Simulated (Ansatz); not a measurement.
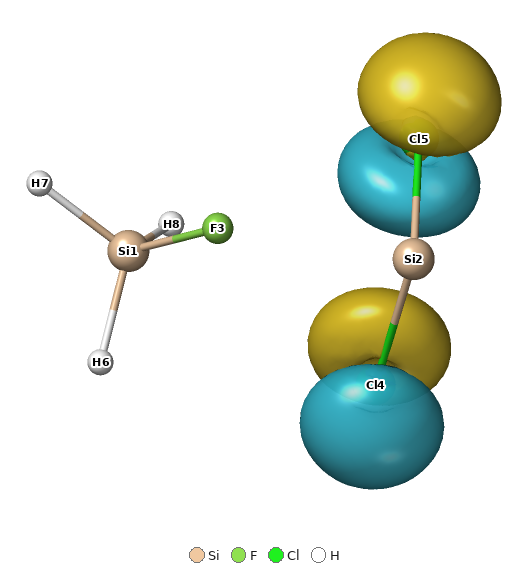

FH₃Si···Cl₂Si. The HOMO−1 at ±0.15 Å⁻³ᐟ² (yellow and cyan are the two phases), seen across its widest extent.

The product side of a reaction path; geometry: PBE0-D4/def2-TZVP.

The calculation used Ansatz, RKS PBE0-D4/def2-TZVPP.

```xyz
8

Si   -0.9896   -0.4761    0.7818
Si    1.5525    1.5733   -1.1175
F    -0.5666    0.9738    0.1838
Cl    2.5153    0.0921    0.0202
Cl    0.8340    0.4196   -2.7056
H    -0.3134   -0.6340    2.0866
H    -2.4607   -0.4400    0.9386
H    -0.5716   -1.5085   -0.1879
```

Question: Describe this orbital and give its energy.

Answer: Its weight (Hirshfeld) is mainly on Cl5 (about 45 %) and Cl4 (about 45 %); largely a combination of lone pairs on Cl5 and Cl4. Its energy is −8.94 eV.
